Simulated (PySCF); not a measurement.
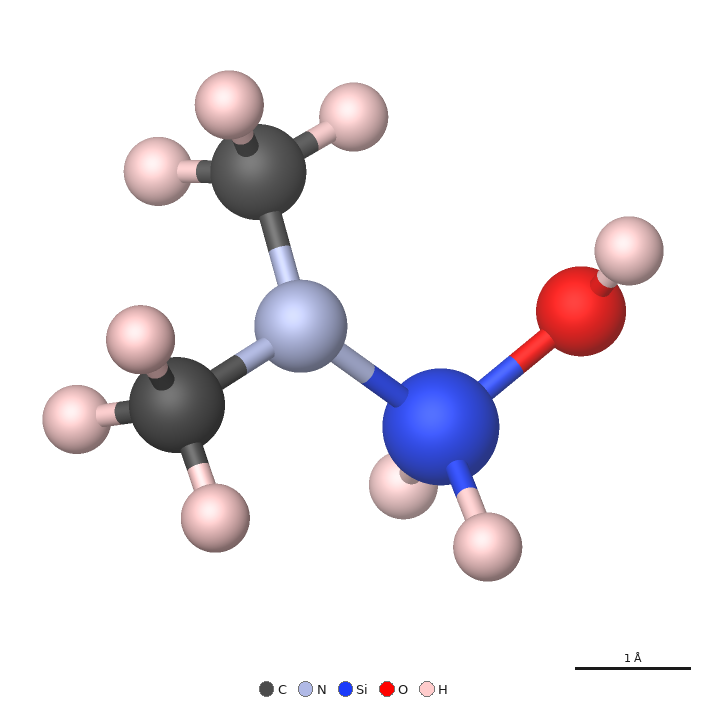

The picture shows a molecular structure as a ball-and-stick model.

The geometry was computed by an optimisation with GFN2-xTB. No frequency run is at hand to confirm it as a minimum.

Description:

The molecule is C₂H₉NOSi. As SMILES it reads `CN(C)[SiH2]O`. It has no ring. Among its groups: Si–H bond, Si–O bond, Si–N bond. The point group is C1. Coordination, clear cases only: 2 C tetrahedral; 1 Si tetrahedral; 1 O bent.

The parts below concern this one geometry. Atoms keep their numbers from picture to picture.

### Geometry

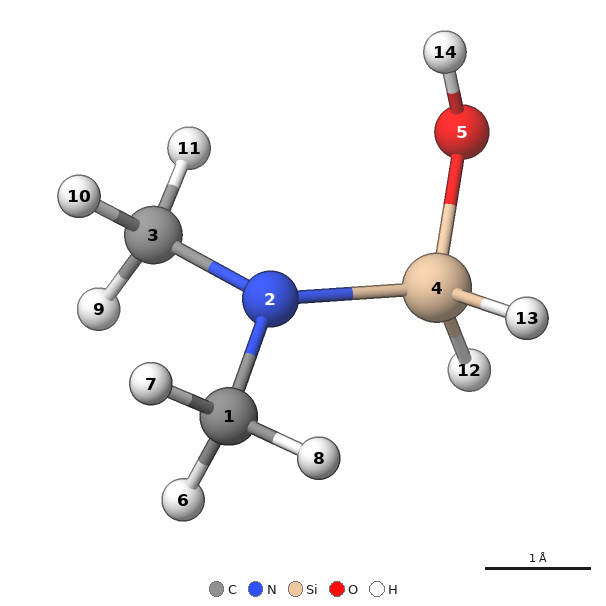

No frequency run is at hand to confirm it as a minimum.

Give these bond angles: C1–N2–C3, C1–N2–Si4, N2–C1–H6, N2–C1–H7, N2–C1–H8, N2–C3–H9, N2–C3–H10, N2–Si4–H12, C3–N2–Si4, Si4–O5–H14, O5–Si4–H12, O5–Si4–H13.

```tsv
angle	degrees
C1–N2–C3	111.9
C1–N2–Si4	120.9
N2–C1–H6	111.8
N2–C1–H7	109.9
N2–C1–H8	109.7
N2–C3–H9	111.8
N2–C3–H10	109.8
N2–Si4–H12	117.8
C3–N2–Si4	121.5
Si4–O5–H14	120.3
O5–Si4–H12	99.7
O5–Si4–H13	112.5
```

### Excitation

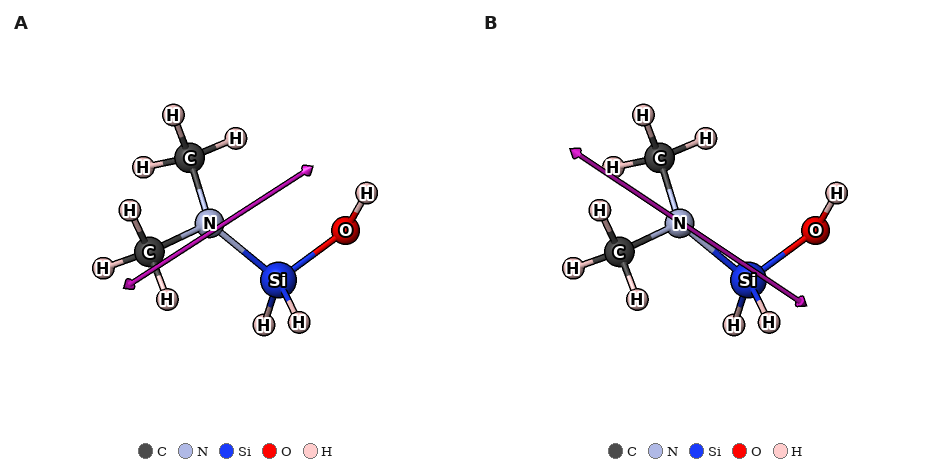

The double arrows show the directions of two transition dipoles from the ground state (lengths mean nothing). No frequency run is at hand to confirm it as a minimum. Properties computed with TDDFT ωB97X-D/def2-SVPD, vertical, gas phase, core orbitals frozen in the response (PySCF 2.14.0).

One belongs to singlet state 4 and one to singlet state 5. Which is which?

Answer. A: state 5, 7.65 eV (162 nm), oscillator strength 0.057, mainly HOMO → LUMO+4 (weight 0.78).
B: state 4, 7.57 eV (164 nm), oscillator strength 0.016, mainly HOMO → LUMO+2 (weight 0.79).

### Core levels

No frequency run is at hand to confirm it as a minimum. Properties computed with delta-SCF UKS SCAN, pcX-2 on the ionised atom, pcseg-1 elsewhere, spin-free X2C (PySCF 2.14.0).

Give the core-electron binding energies (to vacuum; p and d levels without spin–orbit splitting) of C1 1s, N2 1s, Si4 1s, Si4 2p, O5 1s.

```json
{"atom": "C1", "level": "1s", "binding energy (eV)": "291.5"}
{"atom": "N2", "level": "1s", "binding energy (eV)": "404.2"}
{"atom": "Si4", "level": "1s", "binding energy (eV)": "1847.0"}
{"atom": "Si4", "level": "2p", "binding energy (eV)": "107.2"}
{"atom": "O5", "level": "1s", "binding energy (eV)": "538.5"}
```

### Polarisability

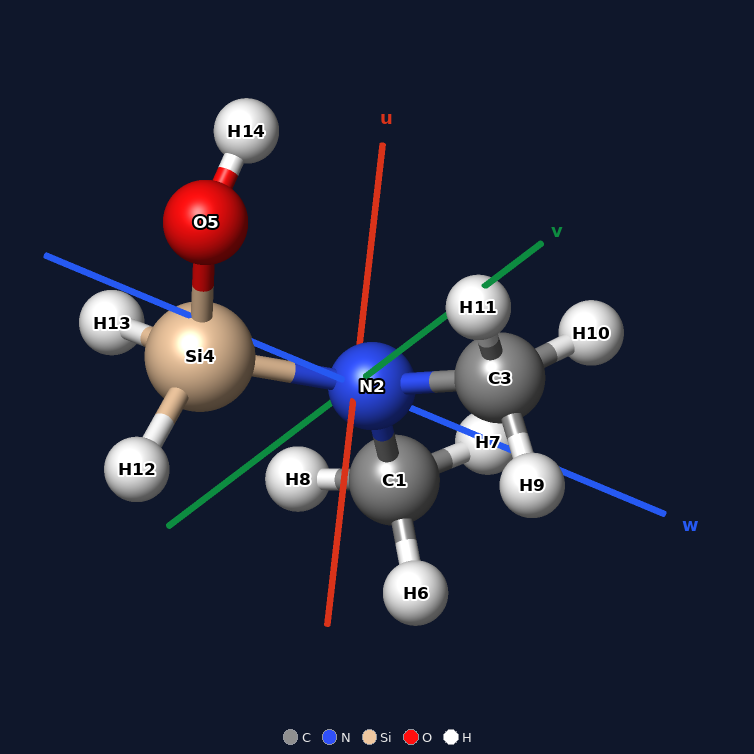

The lines u, v and w are the principal axes of the static dipole polarisability. No frequency run is at hand to confirm it as a minimum. Level of theory: ωB97X-D/def2-SVPD (PySCF 2.14.0).

Along which axis is the molecule most polarisable, and along which least?

Answer. Most along w, least along u.

Give the three principal values.

Answer. u 56.2, v 63.0, w 69.3 bohr³; mean 62.8, anisotropy 11.3 bohr³.

The geometry is semi-empirical. Around Si such bond lengths and angles can be off by a tenth of an ångström or more and by several degrees, and values that hang on the shape move with them.
